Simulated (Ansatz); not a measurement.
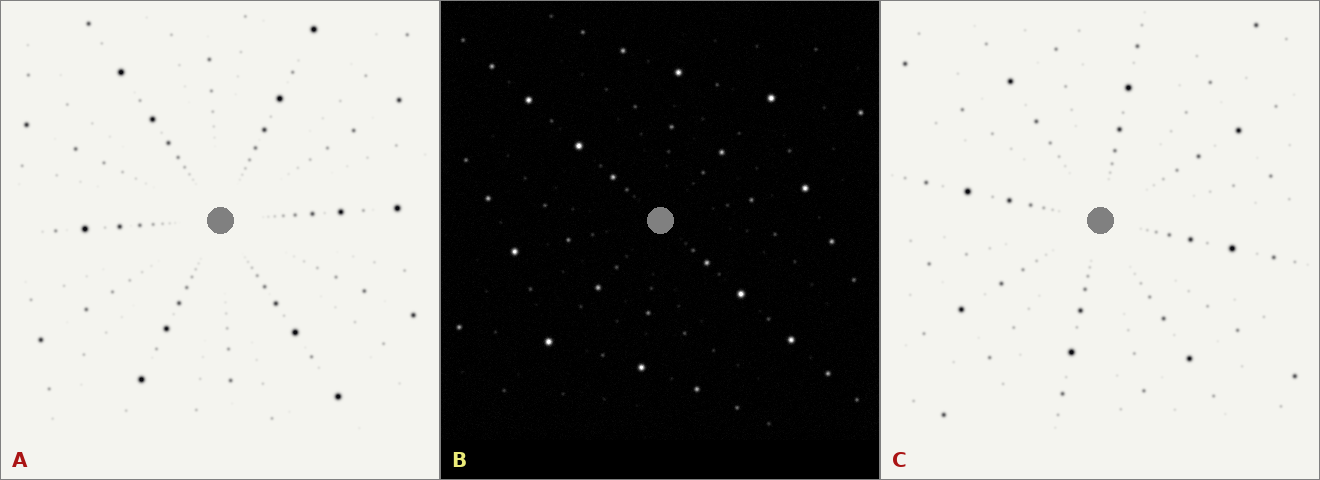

Simulated back-reflection Laue patterns (white X-rays, 0.45 to 2.2 Å, flat plate covering ±45° about the beam, kinematic intensities, seen from the source). Crystal: Au, space group Fm-3m (No. 225), a = 4.080 Å. Structure: the input geometry of an electronic-structure calculation (not necessarily at equilibrium).

```
Au
1.0
     4.08000    0.00000    0.00000
     0.00000    4.08000    0.00000
     0.00000    0.00000    4.08000
Au
4
Direct
  0.00000 0.00000 0.00000
  0.00000 0.50000 0.50000
  0.50000 0.00000 0.50000
  0.50000 0.50000 0.00000
```

> The directions [001], [110], [111] point towards the source, in some order. Which is which?

A: [111], symmetry 3m (a threefold axis with three mirror lines). B: [110], symmetry 2mm (a twofold axis with two mirror lines). C: [001], symmetry 4mm (a fourfold axis with mirror lines). The Laue class is m-3m.
